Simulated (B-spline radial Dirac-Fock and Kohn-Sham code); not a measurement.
**Core levels of Dy⁴⁺: a first try and its repair**

Aim: the K, L3 and M5 binding energies of Dy⁴⁺ by ΔSCF.

Method: Delta-SCF core binding energies without Breit or QED terms under the stated settings; computed with B-spline radial Dirac-Fock and Kohn-Sham code, version 4.

### 1 The atom as given

Dysprosium as Dy⁴⁺, configuration [Xe] 4f8.

| Item | Value |
| --- | --- |
| nuclear charge | 66 |
| electrons | 62 |
| mass number | 164 |
| nuclear rms radius | 5.2218 fm |

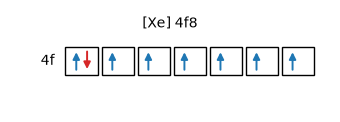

The shells outside the core; arrows follow Hund's rule for the drawing alone (heavy ions are jj-coupled), while the calculation averages over the configuration.

### 2 First try

Settings in task.json:

```ini
rel = dirac
method = hf
nuc = fermi
radius_factor = 1.0
rmax = 45.0
h = 0.3
order = 8
points = 10
c_factor = 0.3237
maxit = 59
damp = 0.5
ndamp = 3
tol = 1e-08
```

Command:

```sh
> python xray2_run.py task.json out
```

The program writes no log. Results of the run, from its result record (rounded, main fields):

```text
status: converged
total_energy [Ha]: -15447.569327
virial_ratio: 1.242115
iterations: [11, 11, 11, 11]
converged: [true, true, true, true]
highest_orbital_energy [eV]: -42.74723
holes: ["K", "L3", "M5"]
binding [eV]: [25845.49, 8476.541, 1167.258]
scf_energy [Ha]: [-15363.80626, -15440.61215, -15446.49305, -15447.41965, -15447.55536, -15447.56821, -15447.5683, -15447.56931, -15447.56933, -15447.56933, -15447.56933]
scf_error: [19.0, 1.9, 0.73, 0.29, 0.067, 0.0088, 0.0082, 0.00096, 4.9e-05, 5e-06, 6e-07]
cells: 59
```

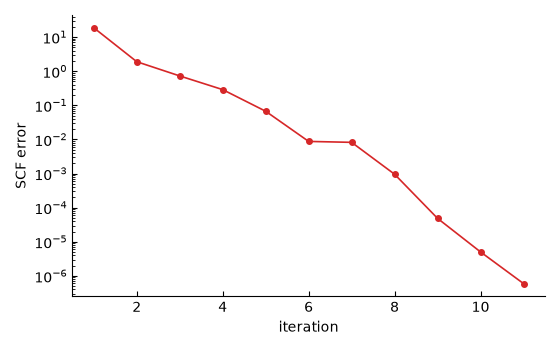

SCF error of the ground state by iteration.

### 3 Diagnosis

The run converged, but to the answer of an unsound model or basis. The fault: c_factor makes c so small that Zα nears or passes 1.

Remedy: set c_factor = 1.0.

### 4 The mended run

Changed: c_factor = 1.0, maxit = 60.

The program writes no log. Results of the run, from its result record (rounded, main fields):

```text
status: converged
total_energy [Ha]: -12158.683419
virial_ratio: 1.911852
iterations: [11, 10, 11, 11]
converged: [true, true, true, true]
highest_orbital_energy [eV]: -67.18263
holes: ["K", "L3", "M5"]
binding [eV]: [54085.19, 7870.58, 1361.157]
cells: 59
```

### 5 What came out

| quantity | value |
| --- | --- |
| first try | converged |
| fault | c_factor makes c so small that Zα nears or passes 1 |
| cure | c_factor = 1.0 |
| mended run | converged (ground state in 11 iterations) |
| K binding | 54085.2 eV (first try 25845.5) |
| L3 binding | 7870.6 eV (first try 8476.5) |
| M5 binding | 1361.2 eV (first try 1167.3) |

The first try was off by -28239.71 eV for K, +605.96 eV for L3 and -193.90 eV for M5. It gave no warning. The mended values lack Breit and QED terms.
